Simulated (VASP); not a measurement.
Given:

```
CELL_PARAMETERS angstrom
     -2.32398     2.32398     5.47959
      2.32398    -2.32398     5.47959
      2.32398     2.32398    -5.47959
ATOMIC_POSITIONS crystal
  Tl 0.75000 0.25000 0.50000
  Tl 0.25000 0.75000 0.50000
  Tl 0.50000 0.50000 0.00000
  Br 0.00000 0.00000 0.00000
```

Method: PBEsol GGA, VASP's PBE PAW potentials (set 64) (plane waves; VASP 6.6.1). Numerical set-up: 400 eV cut-off, 10×10×10 Γ-centred mesh, tetrahedra with Blöchl corrections, potentials Tl_d Br.

Unless said otherwise, spin-orbit coupling is left out, though it shifts the bands of the heavy elements here.

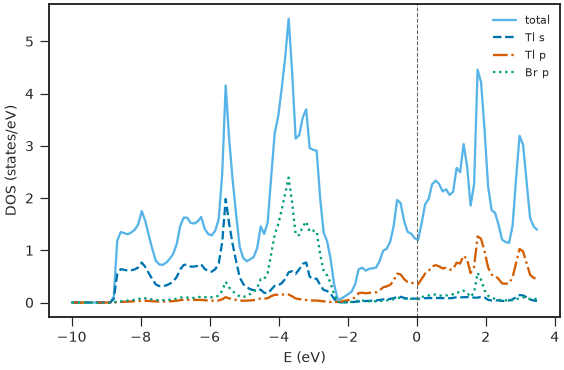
Figure. Total and projected density of states, zero at the Fermi level

Within 2 eV below the Fermi level the largest weight inside VASP's projection spheres is Tl p.

It has no gap at this level: it comes out as a metal or semimetal.

The structure comes from a computed database's Tl3Br entry (I4/mmm); how it stands against other phases isn't given here. It was relaxed first, which changed the volume by -11 %.
